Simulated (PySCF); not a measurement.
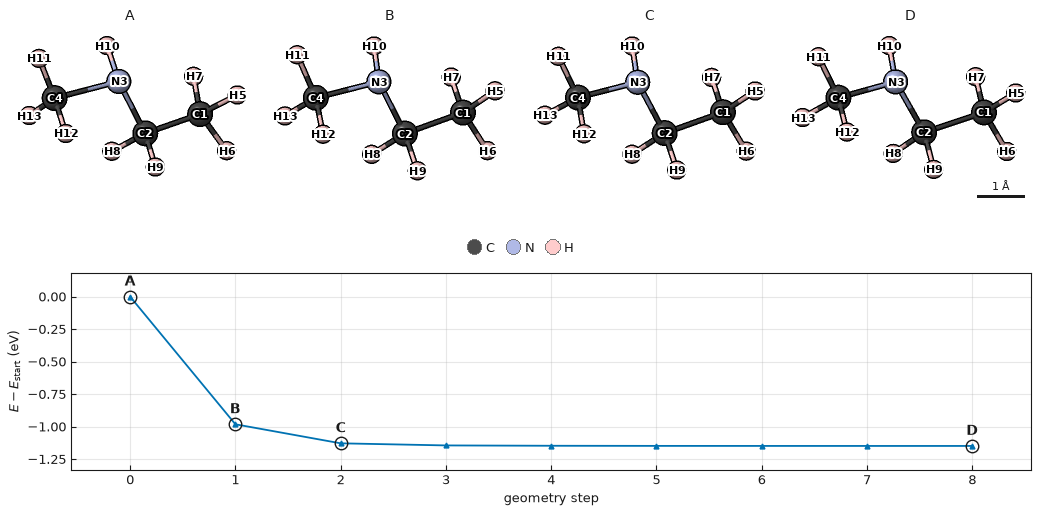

Frames of a relaxation of C$_{3}$H$_{9}$N, marked on the history of the run. Style: ball-and-stick. Shown at a tilt.

The start comes from MMFF94s. Its atoms were then displaced at random by about 0.03 Å.

Level of theory: PBE0-D3(BJ)/def2-SVP geometry optimisation, gas phase (PySCF). 

What happens along the run?

Over 8 geometry steps the energy falls by 1.148 eV. The atom that moves furthest after the best rigid fit is H13 (0.16 Å). By element the largest moves are H 0.16 Å, C 0.10 Å, N 0.07 Å. Among the contacts that change: N3–C4 1.600 → 1.439 Å, C4–H13 1.023 → 1.114 Å, C4–H11 1.016 → 1.101 Å, C1–H5 1.184 → 1.100 Å. Among the angles between lasting bonds that change: N3–C4–H13 102.5° → 114.7°, H11–C4–H13 116.7° → 107.8°, H5–C1–H6 100.1° → 108.7°. The run took 22 s on 1 thread of Arm Neoverse V2, on a shared host. From step 0 to 1: H10 moves most (0.21 Å), energy −0.982 eV. From step 1 to 2: C4 moves most (0.05 Å), energy −0.146 eV. From step 2 to 8: H13 moves most (0.13 Å), energy −0.020 eV.

```json
{"step": "0", "E − E(0), eV": "0.0000"}
{"step": "1", "E − E(0), eV": "-0.9818"}
{"step": "2", "E − E(0), eV": "-1.1281"}
{"step": "3", "E − E(0), eV": "-1.1444"}
{"step": "4", "E − E(0), eV": "-1.1469"}
{"step": "5", "E − E(0), eV": "-1.1479"}
{"step": "6", "E − E(0), eV": "-1.1482"}
{"step": "7", "E − E(0), eV": "-1.1483"}
{"step": "8", "E − E(0), eV": "-1.1483"}
```
